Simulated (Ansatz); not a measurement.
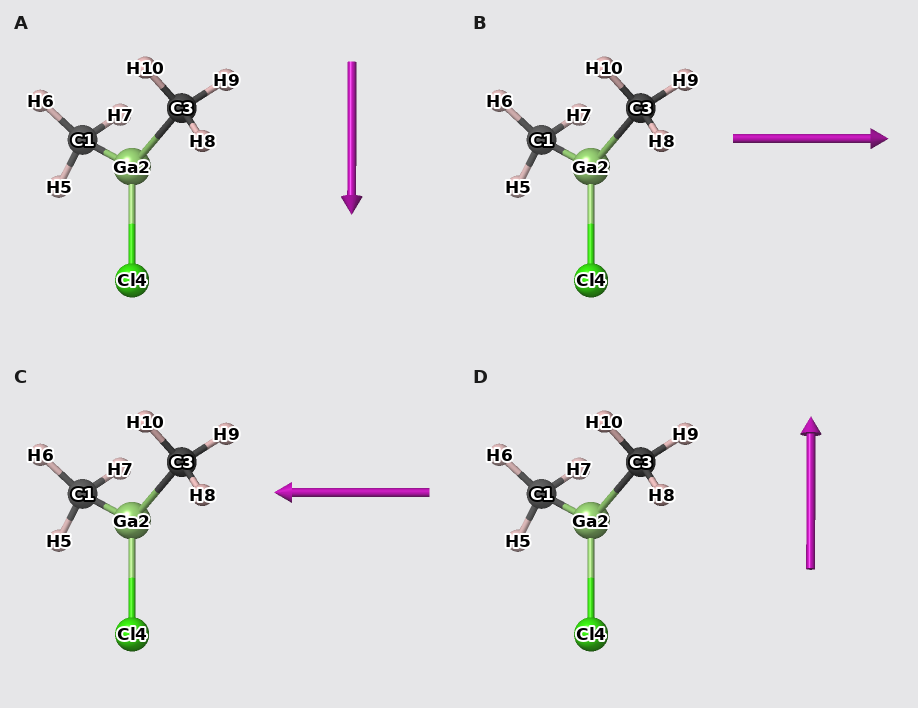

The same molecule four times, each with an arrow. The geometry was computed by an optimisation with PBE-D4/def2-SVP. No frequency run is at hand to confirm it as a minimum. Level of theory: RKS PBE-D4/def2-SVP (Ansatz 0.2.0).

Which arrow points along the dipole moment, from the negative to the positive end?

Answer. D. The dipole moment is 2.68 D; it points from the side of Cl4 to the side of H6, H7, H9, H10 (the outermost atoms at the two ends).
